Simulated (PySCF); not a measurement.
CH$_{9}$FSi$_{3}$

Input

```
{"job": {"kind": "nmr", "xc": "PBE0", "basis": "pcSseg-1"}, "charge": 0, "multiplicity": 1}
Si     0.330840     0.383936    -0.288400
Si    -0.345412     1.054578     1.858699
Si    -1.485788    -0.472601    -1.505449
C      1.726063    -0.861653    -0.191196
F      0.884337     1.713827    -1.079702
H     -1.415182     2.095816     1.780459
H      0.808353     1.597972     2.641338
H     -0.892273    -0.137608     2.582090
H     -2.583812     0.536285    -1.610564
H     -2.011791    -1.678926    -0.790239
H     -1.063929    -0.881292    -2.881657
H      2.041454    -1.183603    -1.195648
H      2.597872    -0.428251     0.323348
H      1.402459    -1.752224     0.371192
```

Command:

```sh
OMP_NUM_THREADS=1 python cluster_run.py task.json out
```

Geometry: PBE0-D3(BJ)/def2-SVP.

Method: PBE0/pcSseg-1, SCF density, gas phase, non-relativistic (PySCF 2.14.0).

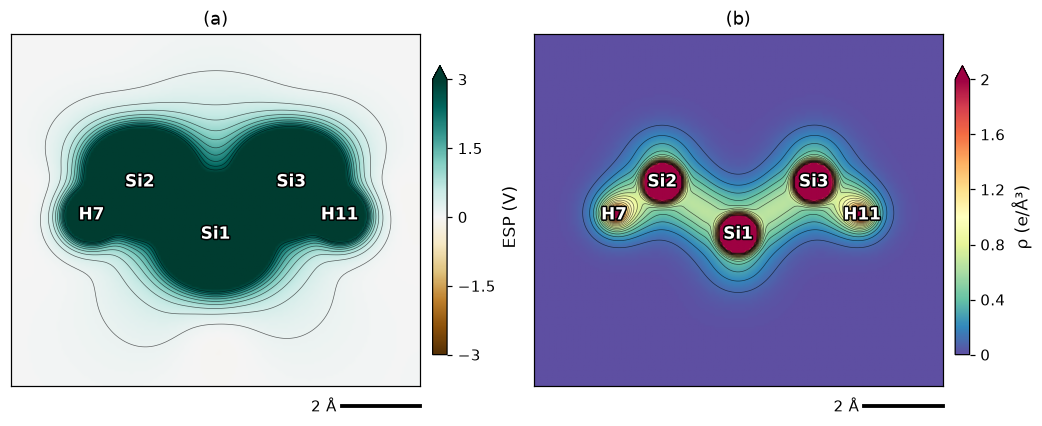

Figure 1. (a) molecular electrostatic potential; (b) electron density on the plane of atoms Si1, Si3 and H11.

> Describe what can be read from this map.

Atoms in the plane: Si and H.
Si–Si (2.35 Å): ρ is about 0.66 e/Å³ halfway.
Si–H (1.50 Å): ρ is about 0.76 e/Å³ halfway.
The potential has no marked negative region in this plane.

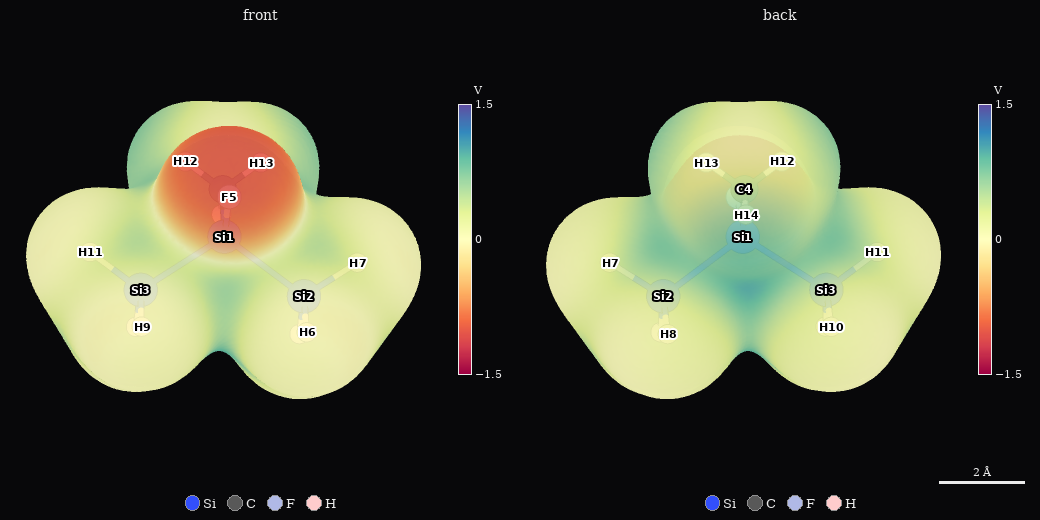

Figure 2. The molecular electrostatic potential painted on the density surface at 0.001 e/bohr³, seen from the front and from behind; the colour scale runs from red (negative) to blue (positive).

> Where is the surface potential most negative and most positive?

The most negative region (about −1.0 V, or −23 kcal/mol for a unit charge) lies over F5, the most positive (about +0.9 V, or +21 kcal/mol for a unit charge) over Si1, Si2, Si3 and H14.

> What dipole moment does the calculation give?

Its dipole moment is 1.66 D.
